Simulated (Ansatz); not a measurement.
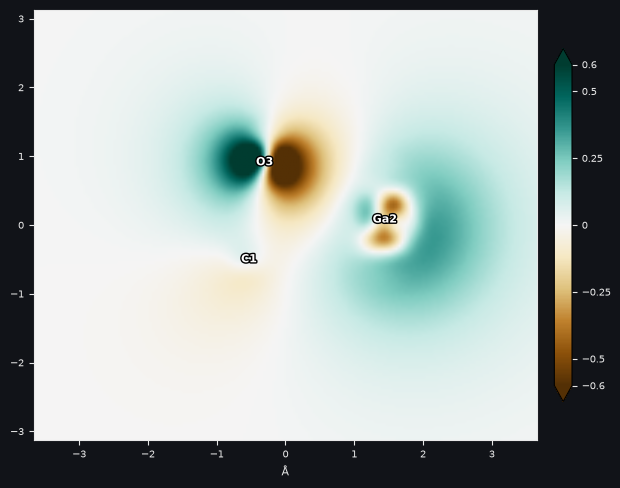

CH$_{2}$GaO (SMILES [CH2]1[O+]=[Ga-2]1) (charge −1). The HOMO−1 on the plane of atoms Ga2, C1 and O3 (values in Å⁻³ᐟ²; the overall sign is arbitrary).

Geometry: r2SCAN-D4/def2-SVPD; the highest occupied orbital lies above zero, a sign that basis and functional describe the outermost electron poorly.

All numbers below come from isolated molecule in a Gaussian basis; Kohn-Sham density functional theory, functional PBE0 in Ansatz.

```tsv
atom	x (Å)	y (Å)	z (Å)
C	1.6676	-0.5003	-0.8114
Ga	1.1305	1.0077	0.4762
O	0.2615	-0.2787	-0.6792
H	2.0459	-0.3222	-1.8423
H	1.9872	-1.5111	-0.4743
```

Question: Describe this orbital and give its energy.

Answer: By Hirshfeld shares it lies mainly on Ga2 (about 70 %) and O3 (about 25 %). Its energy is −1.25 eV.
